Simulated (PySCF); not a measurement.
```
atom    x (Å)    y (Å)    z (Å)
   C  -0.6707   0.1639   1.9225
   C   0.1162  -0.0440   0.7757
   C   1.3969   0.6897   0.6986
   C   2.3378   0.5500  -0.2221
   C  -0.0723  -1.3026  -0.0319
   C  -0.6631  -0.1142  -0.7029
   C  -2.0951   0.0972  -0.7324
   O  -2.9024  -0.4175   0.0133
   H  -0.4319   0.9478   2.6164
   H  -1.5843  -0.3799   2.0676
   H   1.5465   1.3994   1.5013
   H   2.2572  -0.1346  -1.0500
   H   3.2443   1.1282  -0.1813
   H  -0.7837  -2.0110   0.3697
   H   0.8063  -1.7517  -0.4697
   H  -0.0886   0.3785  -1.4743
   H  -2.4202   0.8128  -1.5126
```

Geometry: GFN2-xTB.

Level of theory: PySCF 2.14.0, density-fitted response routines, UKS B3LYP, pcH-1 on C H O, non-relativistic, mean-field spin-orbit, GIAO.

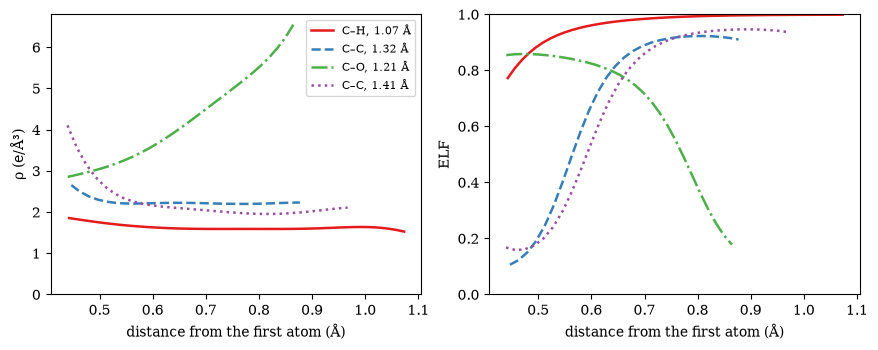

C7H9O (doublet). Total electron density and ELF along straight lines between neighbouring atoms. The curves leave out the atomic cores.

### What can be read from the curves?

C–H (1.07 Å): the density is about 1.7 e/Å³ at the midpoint; the ELF climbs to about 1 towards the hydrogen, as it does in any bond to H; an ordinary covalent bond to hydrogen.
C–C (1.32 Å): ρ is about 2.2 e/Å³ halfway; the ELF peaks at about 0.90 between the atoms: a short, multiple covalent bond.
C–O (1.21 Å): ρ at the midpoint is about 3.7 e/Å³; the ELF peaks at about 0.85 between the atoms; a multiple bond.
C–C (1.41 Å): ρ is about 2 e/Å³ halfway; the ELF peaks at about 0.95 between the atoms (localised, covalent bonding).
